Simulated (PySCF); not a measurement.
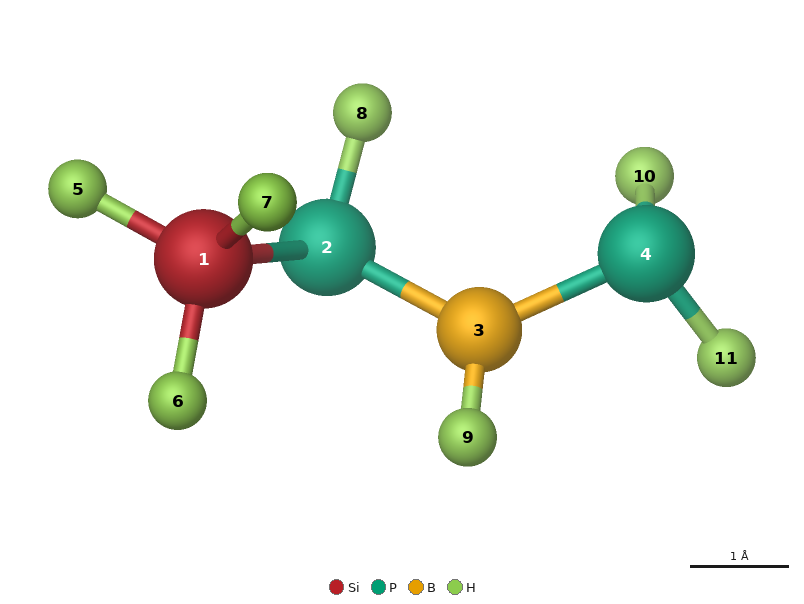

Atoms carry their numbers in the input. Computed geometry: PBE0-D3(BJ)/def2-SVP optimisation. No frequency run is at hand to confirm it as a minimum.

### How are the neighbours of atom 1 arranged?

Si1 has 4 neighbours (P2 at 2.25, H5 at 1.49, H6 at 1.49, H7 at 1.49 Å); the arrangement is tetrahedral.

### Describe the coordination of atom 2.

P2 has 3 neighbours (Si1 at 2.25, B3 at 1.88, H8 at 1.43 Å); the arrangement is trigonal pyramidal.

### Describe the coordination of atom 4.

P4 has 3 neighbours (B3 at 1.88, H10 at 1.42, H11 at 1.42 Å); the arrangement is trigonal pyramidal.

### What is the geometry at B3?

B3 has 3 neighbours (P2 at 1.88, P4 at 1.88, H9 at 1.21 Å); the arrangement is trigonal planar.

### What is the dihedral angle Si1–P2–B3–P4?

123° in size, that is anticlinal.
